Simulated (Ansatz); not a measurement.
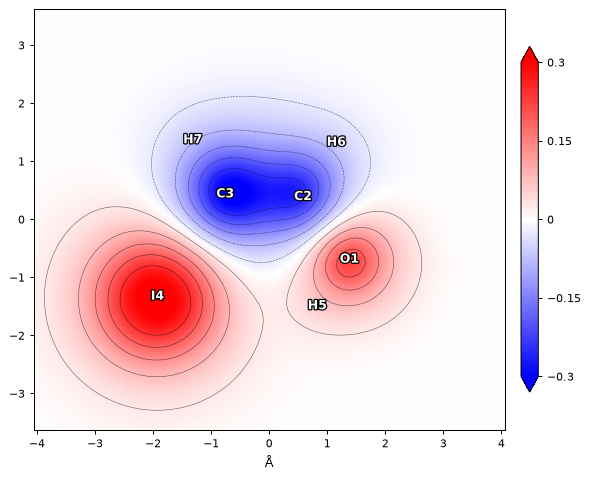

Figure. C2H3IO (SMILES OC=CI). The HOMO on a plane 0.8 Å above the molecular plane (values in Å⁻³ᐟ²; the overall sign is arbitrary).

Core potentials replace the inner electrons of I.

All numbers below come from Ansatz 0.2.0, RKS B3LYP/def2-SVP.

```xyz
7

O    -0.7478    1.3329    0.1505
C     0.3335    0.5519    0.2754
C     0.4756   -0.7349   -0.0718
I    -1.1110   -1.8313   -0.9432
H    -1.4691    0.8165   -0.2511
H     1.1789    1.0859    0.7243
H     1.4014   -1.2891    0.0702
```

Q: What is the character of this orbital?

A: Its weight (Hirshfeld) is mainly on I4 (about 40 %), C3 (about 25 %), C2 (about 20 %) and O1 (about 15 %); it changes sign across the molecular plane (π type); π-bonding across C2–C3; π-antibonding (a node) across O1–C2 and C3–I4. Its energy is −6.33 eV.
